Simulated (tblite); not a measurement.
**C₅H₁₁FO₂Si: geometry relaxation (part 2 of 2)**

C₅H₁₁FO₂Si; GFN2-xTB geometry optimisation, gas phase (tblite 0.8.0). It belongs to a series of runs on one base structure; here: H on C replaced by OCH3.

Geometry of the input (Å):
```
C  2.7953  0.0749  0.5062
O  1.6243  -0.0247  1.2902
C  0.5905  -0.7907  0.8058
C  -0.4853  -0.2524  0.2351
C  -1.5359  -1.1920  -0.2406
C  -1.7702  -1.0363  -1.7359
F  -0.6132  -1.2929  -2.4696
Si -0.6853  1.5637  0.0696
O  0.7685  2.4251  0.1491
H  3.5753  0.7009  0.9820
H  2.5430  0.4387  -0.5191
H  3.2392  -0.9418  0.3390
H  0.6659  -1.8579  0.9013
H  -1.2405  -2.2412  -0.0164
H  -2.5155  -0.9521  0.2506
H  -1.9908  0.0363  -1.9082
H  -2.5769  -1.7050  -2.0664
H  -1.3624  1.8431  -1.2242
H  -1.6576  1.9478  1.1376
H  0.6264  3.2672  -0.3732
```

Trajectory as extended XYZ, continued:
```
20
Properties=species:S:1:pos:R:3:forces:R:3 step=85 energy=-841.73258
C     2.9763   -0.0698    0.6026    0.0010  -0.0150   0.0220
O     1.6712    0.4527    0.6487   -0.0070   0.0080  -0.0170
C     0.6787   -0.4182    0.2977    0.0210  -0.0070   0.0010
C    -0.5839   -0.0375    0.1283    0.0080   0.0020  -0.0200
C    -1.5942   -1.0871   -0.2474    0.0020   0.0030   0.0030
C    -1.6859   -1.2199   -1.7640   -0.0100   0.0190  -0.0170
F    -0.5537   -1.8297   -2.2560   -0.0190   0.0340   0.0080
Si   -1.0982    1.7744    0.2320    0.0050  -0.0080  -0.0250
O     0.0647    2.7632   -0.3195   -0.0130  -0.0030   0.0120
H     3.5969    0.5431    1.2552   -0.0100   0.0410  -0.0200
H     3.3753   -0.0388   -0.4170    0.0030   0.0000  -0.0110
H     2.9938   -1.1036    0.9578    0.0650  -0.0280   0.0190
H     0.9899   -1.4542    0.1858   -0.0030  -0.0130   0.0270
H    -1.3114   -2.0607    0.1589   -0.0130  -0.0100   0.0310
H    -2.5777   -0.8185    0.1363   -0.0140   0.0130  -0.0160
H    -1.7468   -0.2372   -2.2388   -0.0030   0.0130  -0.0410
H    -2.5305   -1.8440   -2.0723   -0.0060  -0.0320   0.0050
H    -2.2018    2.0481   -0.6858   -0.0050   0.0000   0.0090
H    -1.4436    2.0832    1.6238   -0.0050   0.0080   0.0060
H     0.9757    2.5652   -0.1132    0.0020  -0.0250   0.0260
20
Properties=species:S:1:pos:R:3:forces:R:3 step=102 energy=-841.74490
C     2.9785   -0.0350    0.5955   -0.0060  -0.0180   0.0100
O     1.6584    0.4467    0.6480   -0.0120  -0.0050   0.0170
C     0.6766   -0.4413    0.3000   -0.0060   0.0000   0.0050
C    -0.5830   -0.0551    0.1159   -0.0110  -0.0060  -0.0080
C    -1.6140   -1.0852   -0.2590   -0.0080   0.0100   0.0060
C    -1.7066   -1.2236   -1.7766    0.0220   0.0170   0.0100
F    -0.5397   -1.7561   -2.2752   -0.0070   0.0060  -0.0090
Si   -1.0802    1.7620    0.2329    0.0020  -0.0180  -0.0450
O     0.1279    2.7283   -0.2556    0.0060   0.0170   0.0190
H     3.5937    0.6756    1.1466    0.0010   0.0000  -0.0190
H     3.3323   -0.1002   -0.4384    0.0120  -0.0030  -0.0320
H     3.0630   -1.0219    1.0594    0.0060  -0.0160   0.0260
H     0.9911   -1.4786    0.2117    0.0170   0.0150  -0.0020
H    -1.3654   -2.0610    0.1657    0.0070   0.0090  -0.0120
H    -2.5920   -0.7786    0.1103   -0.0250  -0.0260   0.0040
H    -1.8331   -0.2448   -2.2491    0.0020  -0.0160  -0.0200
H    -2.5095   -1.9036   -2.0843    0.0180   0.0230   0.0440
H    -2.1547    2.0663   -0.7098    0.0040   0.0020   0.0020
H    -1.4699    2.0544    1.6169   -0.0040  -0.0010   0.0060
H     1.0214    2.4625   -0.0420   -0.0190   0.0080   0.0010
20
Properties=species:S:1:pos:R:3:forces:R:3 step=119 energy=-841.74945
C     2.9762   -0.0451    0.5839    0.0100  -0.0110   0.0100
O     1.6608    0.4459    0.6718    0.0060   0.0020  -0.0100
C     0.6753   -0.4371    0.3212   -0.0010   0.0030   0.0020
C    -0.5795   -0.0478    0.1144    0.0000  -0.0010   0.0090
C    -1.6025   -1.0841   -0.2627    0.0080   0.0030  -0.0080
C    -1.7073   -1.2115   -1.7802   -0.0020   0.0000  -0.0030
F    -0.5385   -1.7243   -2.2947    0.0000   0.0060   0.0010
Si   -1.0853    1.7675    0.2226   -0.0090  -0.0130  -0.0100
O     0.1366    2.7535   -0.1873   -0.0120  -0.0320  -0.0100
H     3.6206    0.7110    1.0307    0.0030  -0.0050  -0.0150
H     3.2676   -0.2053   -0.4598    0.0110  -0.0020   0.0030
H     3.0895   -0.9860    1.1324   -0.0030   0.0040   0.0030
H     0.9869   -1.4765    0.2465    0.0080   0.0100  -0.0100
H    -1.3281   -2.0619    0.1413   -0.0220   0.0080   0.0150
H    -2.5828   -0.8023    0.1221    0.0110  -0.0170  -0.0080
H    -1.8574   -0.2379   -2.2551    0.0060   0.0120   0.0120
H    -2.5025   -1.9043   -2.0754   -0.0050  -0.0040   0.0070
H    -2.1272    2.0585   -0.7604    0.0060   0.0240   0.0010
H    -1.5308    2.0441    1.5933   -0.0180  -0.0030  -0.0040
H     1.0233    2.4541    0.0085    0.0020   0.0180   0.0130
20
Properties=species:S:1:pos:R:3:forces:R:3 step=136 energy=-841.75375
C     2.9869   -0.0697    0.5665    0.0180  -0.0030   0.0110
O     1.6844    0.4608    0.6236    0.0060  -0.0120   0.0020
C     0.6842   -0.4197    0.3089    0.0100  -0.0060  -0.0060
C    -0.5753   -0.0384    0.1144    0.0070   0.0010   0.0090
C    -1.5891   -1.0863   -0.2534   -0.0020   0.0070   0.0000
C    -1.7043   -1.2005   -1.7704   -0.0030   0.0010  -0.0040
F    -0.5315   -1.6881   -2.2997   -0.0140   0.0030  -0.0010
Si   -1.1113    1.7683    0.2076    0.0080   0.0070  -0.0260
O     0.1267    2.7616   -0.1241   -0.0030   0.0080   0.0130
H     3.6607    0.7208    0.8937   -0.0080   0.0030  -0.0010
H     3.2462   -0.3689   -0.4548    0.0050  -0.0040   0.0130
H     3.0960   -0.9339    1.2315   -0.0100   0.0160  -0.0170
H     0.9916   -1.4605    0.2425    0.0020  -0.0020  -0.0150
H    -1.3023   -2.0637    0.1423   -0.0100   0.0090   0.0180
H    -2.5689   -0.8165    0.1398   -0.0090  -0.0160   0.0050
H    -1.8723   -0.2213   -2.2279    0.0000  -0.0090  -0.0130
H    -2.4916   -1.9020   -2.0662    0.0010   0.0010  -0.0070
H    -2.0992    2.0910   -0.8215    0.0140  -0.0150   0.0060
H    -1.6418    2.0143    1.5538   -0.0090   0.0070   0.0110
H     1.0058    2.4635    0.1065   -0.0040   0.0050   0.0000
20
Properties=species:S:1:pos:R:3:forces:R:3 step=153 energy=-841.75574
C     2.9994   -0.0811    0.5634    0.0050   0.0010   0.0080
O     1.7022    0.4653    0.5699    0.0040  -0.0060  -0.0030
C     0.6961   -0.4134    0.2708   -0.0010   0.0050  -0.0140
C    -0.5684   -0.0311    0.1102    0.0030  -0.0050  -0.0050
C    -1.5878   -1.0783   -0.2474   -0.0010  -0.0050  -0.0020
C    -1.7117   -1.2049   -1.7629    0.0000  -0.0030  -0.0020
F    -0.5394   -1.6869   -2.2985    0.0010  -0.0050   0.0090
Si   -1.1178    1.7710    0.2088    0.0070   0.0010  -0.0370
O     0.1186    2.7861   -0.0548    0.0130  -0.0110   0.0220
H     3.6780    0.7266    0.8340   -0.0050  -0.0060  -0.0040
H     3.2645   -0.4625   -0.4283    0.0000   0.0070   0.0030
H     3.0928   -0.8914    1.2943    0.0010   0.0010  -0.0010
H     1.0021   -1.4530    0.1784    0.0010   0.0120   0.0130
H    -1.3046   -2.0534    0.1559    0.0100   0.0000   0.0120
H    -2.5653   -0.8049    0.1496   -0.0020   0.0010  -0.0050
H    -1.8897   -0.2313   -2.2278   -0.0110  -0.0040  -0.0080
H    -2.4940   -1.9163   -2.0481   -0.0110   0.0100  -0.0040
H    -2.0664    2.0838   -0.8600    0.0030   0.0040   0.0060
H    -1.7104    2.0035    1.5307   -0.0080  -0.0040   0.0230
H     0.9964    2.4829    0.1747   -0.0100   0.0060  -0.0100
20
Properties=species:S:1:pos:R:3:forces:R:3 step=170 energy=-841.75695
C     3.0097   -0.0839    0.5618   -0.0050   0.0010  -0.0040
O     1.7224    0.4821    0.4988   -0.0020  -0.0010   0.0010
C     0.7085   -0.3968    0.2266    0.0010  -0.0010   0.0060
C    -0.5597   -0.0179    0.0865    0.0040   0.0010  -0.0040
C    -1.5821   -1.0705   -0.2485    0.0050   0.0040   0.0010
C    -1.7228   -1.2196   -1.7607    0.0000  -0.0010   0.0040
F    -0.5587   -1.7159   -2.3006    0.0000   0.0000   0.0020
Si   -1.1254    1.7777    0.2091    0.0010  -0.0060  -0.0020
O     0.1156    2.8089    0.0557   -0.0070   0.0000  -0.0040
H     3.6987    0.7328    0.7712   -0.0050   0.0010   0.0000
H     3.2824   -0.5546   -0.3882    0.0060   0.0010  -0.0040
H     3.0776   -0.8281    1.3623    0.0000  -0.0020   0.0030
H     1.0128   -1.4369    0.1377   -0.0030   0.0030  -0.0020
H    -1.2940   -2.0395    0.1668    0.0030   0.0040   0.0000
H    -2.5556   -0.7915    0.1543    0.0020  -0.0010  -0.0030
H    -1.9027   -0.2527   -2.2394   -0.0010  -0.0050  -0.0010
H    -2.5120   -1.9309   -2.0267   -0.0060   0.0050  -0.0010
H    -2.0343    2.1140   -0.8874    0.0050   0.0020  -0.0030
H    -1.7813    1.9596    1.5102   -0.0010   0.0000   0.0050
H     0.9956    2.4742    0.2231    0.0030  -0.0040   0.0060
```

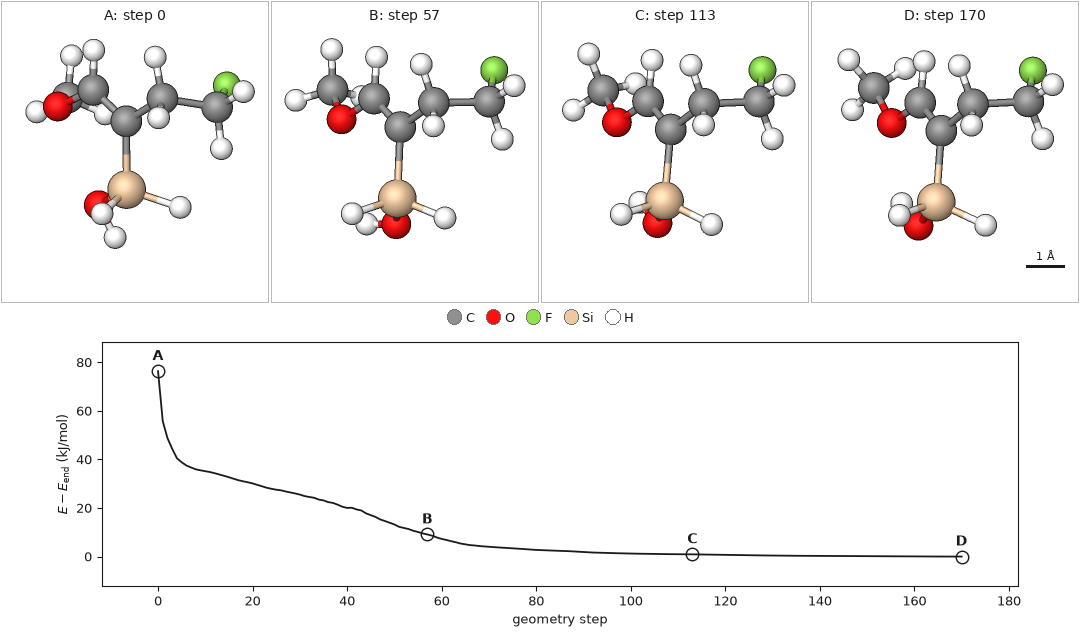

*Frames of the relaxation (ball-and-stick view, seen at a tilt) above the curves, on which the letters mark them (steps are counted from 0).*

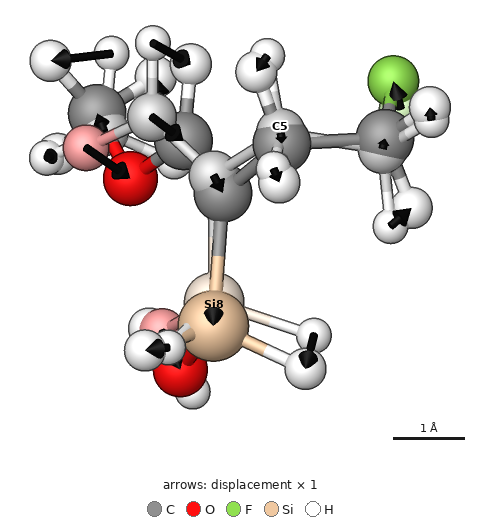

*Start (faint) and end (solid) with the displacements as black arrows, at true length (ball-and-stick view, seen at a tilt). The two geometries are laid on each other by the best rigid fit.*

After 170 geometry steps the energy has fallen by 76.3 kJ/mol. Largest force component: 2.1 eV/Å at the start, 0.007 eV/Å at the end. The atom that moves furthest after the best rigid fit is H11 (1.27 Å). Largest moves by element: H 1.27 Å, O 0.93 Å, C 0.71 Å, Si 0.50 Å, F 0.43 Å. Distances before and after: Si8–O9 1.692 → 1.621 Å, C4–Si8 1.835 → 1.887 Å, O9–H20 1.001 → 0.956 Å, C1–H12 1.122 → 1.095 Å. Among the angles that change: Si8–O9–H20 106.4° → 117.7°, O2–C1–H10 112.7° → 106.6°, H18–Si8–H19 106.1° → 111.0°. (Atoms are counted from 1 in the order of the input.)

Key numbers:

| quantity | value |
| --- | --- |
| outcome | converged |
| total energy | −841.7569 eV |
| hardware | 1 CPU thread, shared host |
| wall time | 1.4 s |
| peak memory | 0.18 GiB |
